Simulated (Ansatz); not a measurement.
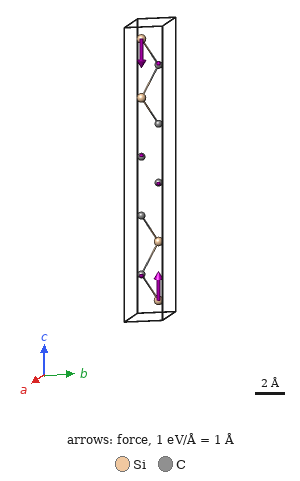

Starting geometry of solid Si2C3 (a generated structure, set up in P-3m1) (coarse preliminary run) with the computed forces as purple arrows. A ball-and-stick model of the cell of the calculation, seen slightly off an axis.

These are results of DFT PBE, scalar-relativistic, plane waves, PAW in Ansatz, not measurements. Set-up: plane-wave cutoff 420 eV; k-point mesh 6 × 6 × 1; occupations gaussian; smearing width 0.1 eV; no spin polarisation; cell and atoms relaxed; force threshold 0.04 eV/Å; at most 70 steps.

**Is this structure relaxed? If not, where do the atoms go?**

It isn't relaxed: the largest force vector, on Si atoms, is 2.15 eV/Å. The final displacements have little in common with the starting forces (cosine between the two patterns 0.15). The largest moves relative to the cell, 1.73 Å, are those of Si atoms. By element the largest moves are Si 1.73 Å, C 1.24 Å. The drawn cell changes as follows: a = b 2.726 → 2.662 Å (−2.3 %), c 21.397 → 20.909 Å (−2.3 %); the volume changes by −6.8 %. Among the contacts that change: C–Si 2.656 → 5.292 Å, Si–Si 4.279 → 2.424 Å, C–C 2.656 → 1.537 Å, C–Si 2.656 → 1.898 Å. New bonds form: C–C (2.66 → 1.54 Å). The space group stays P-3m1 (No. 164). After 23 accepted moves (24 points after the start) the energy has fallen by 2577 meV per atom. The largest force component goes from 2.1 to 0.024 eV/Å. Pressure: −21.02 GPa at the start and −0.12 GPa at the end. At 1 point the geometry stayed and the basis and grid were re-selected for the new cell (energy shift of 1.1 meV per atom at most each time).

Limits of the set-up: the k-point mesh is coarse for a cell with partly filled bands.
